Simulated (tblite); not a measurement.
# C3H9OPSi2: the cost of one run

Computed with tblite 0.8.0 and PySCF 2.14.0, with density-fitted response routines of our own, on a single molecule in the gas phase. Atoms are numbered from 0 throughout.

**1. Starting geometry**

16 atoms, charge 0, multiplicity 1; geometry from: force field or distance geometry start.

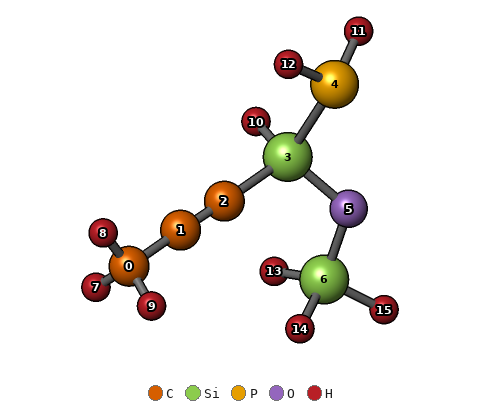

As it starts; carbon orange, silicon green, phosphorus amber, oxygen purple, hydrogen red, atoms numbered.

**2. Relaxing the molecule with GFN2-xTB**

The job: settings as JSON, then the geometry in Å.

```
{"job": {"kind": "relax", "xc": "GFN2-xTB", "basis": "xTB"}, "charge": 0, "multiplicity": 1}
C     -3.103300    -0.833100     0.059000
C     -1.749000    -0.290500    -0.147700
C     -0.613800     0.152200    -0.293500
Si     1.043400     0.822700    -0.539800
P      1.033800     2.996800    -0.078600
O      2.143600     0.118500     0.541600
Si     2.076800    -1.562300     0.677600
H     -3.162900    -1.763100    -0.501500
H     -3.870800    -0.096500    -0.259500
H     -3.281200    -1.023400     1.142100
H      1.397300     0.633000    -1.954900
H      2.076600     3.598800    -0.865900
H     -0.286600     3.552700    -0.306200
H      2.048400    -2.284500    -0.603900
H      0.935600    -2.023600     1.504600
H      3.304400    -1.988800     1.417600
```

The run is started by

```bash
OMP_NUM_THREADS=1 python probes_run.py task.json out
```

One launch serves the whole session: the jobs run in the order shown.

Q: Estimate the wall time and peak memory of this first job on 1 thread of Arm Neoverse N1, shared host.

About 1.4 s, with a peak of 0.18 GiB.
